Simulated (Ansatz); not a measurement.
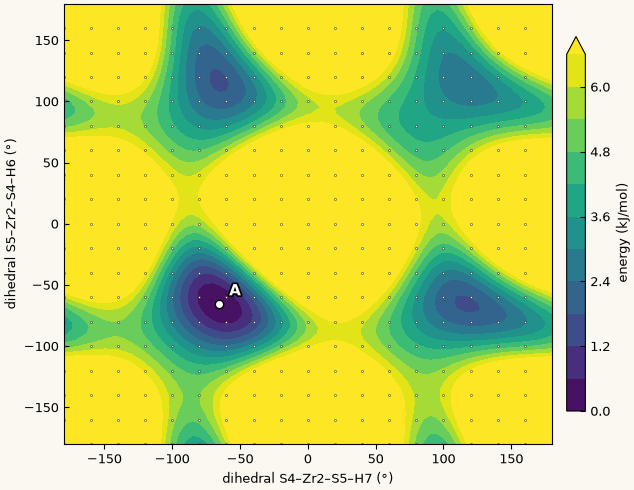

F2H2S2Zr, SMILES [F][Zr]([F])([SH])[SH]. 
- The first coordinate is: dihedral S4–Zr2–S5–H7; the second: dihedral S5–Zr2–S4–H6.
- Nothing is relaxed (all other coordinates rigid).
- The scan uses an 18 × 18 grid.
- Points are written as (first, second).
- All energies are given in kJ/mol relative to the relaxed molecule at the same level.
- All numbers below come from RKS PBE-D4/def2-SVP (Ansatz 0.2.0).

Drawn: filled contours, dots at the grid points, one colour for all values above the top of the scale, the well A. Between grid points the surface is interpolated.

**Estimate the position of the minimum and the force constants in these coordinates. Take the well at A.**

The interpolated minimum is at dihedral S4–Zr2–S5–H7 ≈ −65°, dihedral S5–Zr2–S4–H6 ≈ −65°. The curvatures there are about 0.17 eV/rad² and 0.17 eV/rad², with a cross term of about 0.066 eV/rad². Round the minimum the valley is somewhat tilted: raising dihedral S4–Zr2–S5–H7 shifts the best value of dihedral S5–Zr2–S4–H6 downwards (coupling k₁₂/√(k₁₁k₂₂) about 0.4). (1 eV is 96.5 kJ/mol.)
